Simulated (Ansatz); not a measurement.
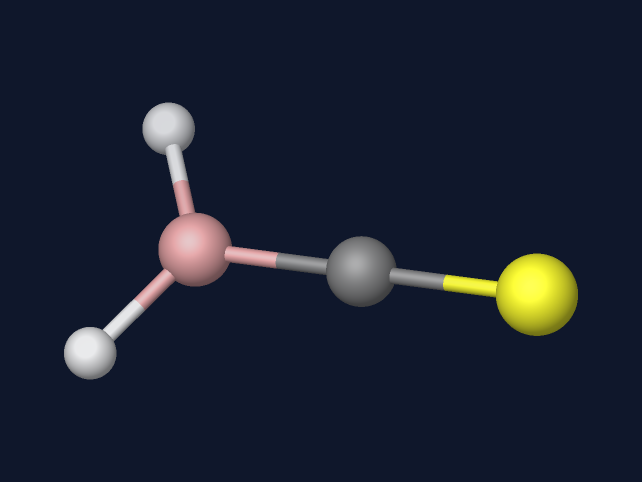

Colours: boron pink, carbon grey, sulfur yellow, hydrogen white.

Charge 0, doublet. The computed structure is the end point of a PBE0-D4/def2-TZVP optimisation. No frequency run is at hand to confirm it as a minimum.

Describe the molecule.

Formula CH₂BS. It is an open-shell species. All atoms lie on one plane. Coordination: 1 B trigonal planar; 1 C linear.

The parts below concern this one geometry. Atoms keep their numbers from picture to picture.

## Dipole moment

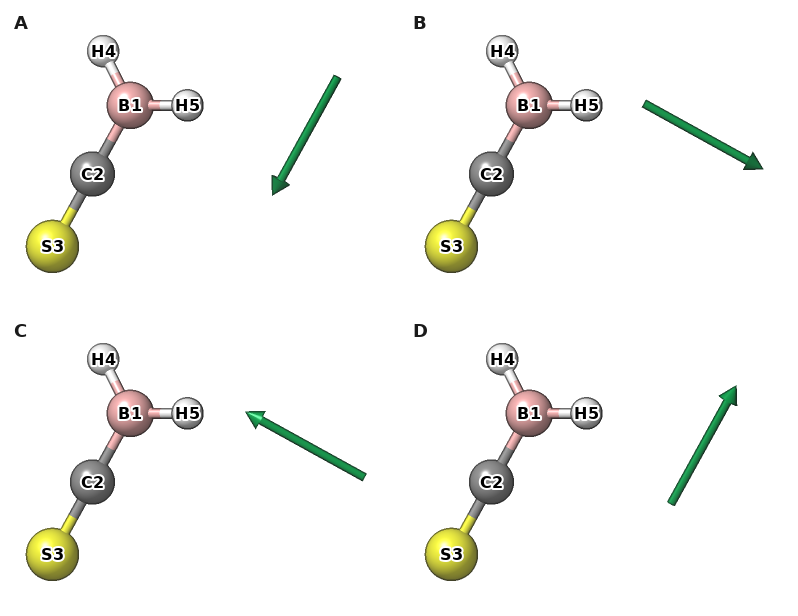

The same molecule four times, each with an arrow. No frequency run is at hand to confirm it as a minimum. Level of theory: UKS PBE0-D4/def2-TZVP (Ansatz 0.2.0).

Question: Which arrow points along the dipole moment, from the negative to the positive end?

Answer: A. The dipole moment is 0.89 D; it points from the side of H4, H5 to the side of S3 (the outermost atoms at the two ends).

## Electronic properties

No frequency run is at hand to confirm it as a minimum. Method: UHF-CCSD(T), frozen core/def2-TZVPP (Ansatz 0.2.0).

Predict the main results.

- ⟨S²⟩ of the determinant: 0.773
- T1 diagnostic: 0.024

## Charges

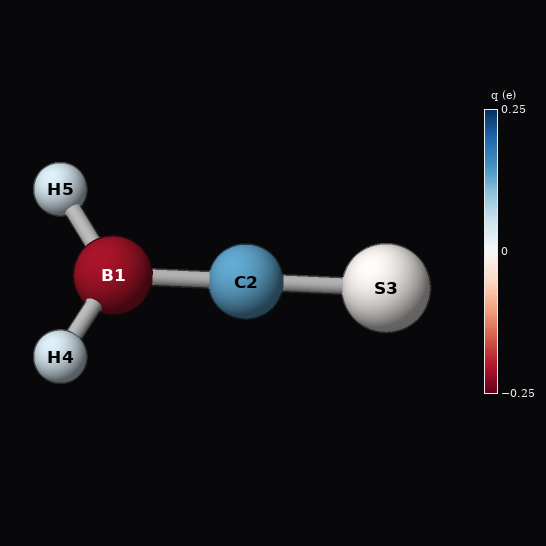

Atoms are coloured by their Mulliken charges. No frequency run is at hand to confirm it as a minimum. Level of theory: UKS PBE0-D4/def2-TZVP (Ansatz 0.2.0).

List the Mulliken charges.

```tsv
atom	value (e)
B1	−0.21
C2	0.13
S3	−0.01
H4	0.04
H5	0.04
```

Mulliken values depend strongly on the basis set and can even reverse the polarity of a bond.
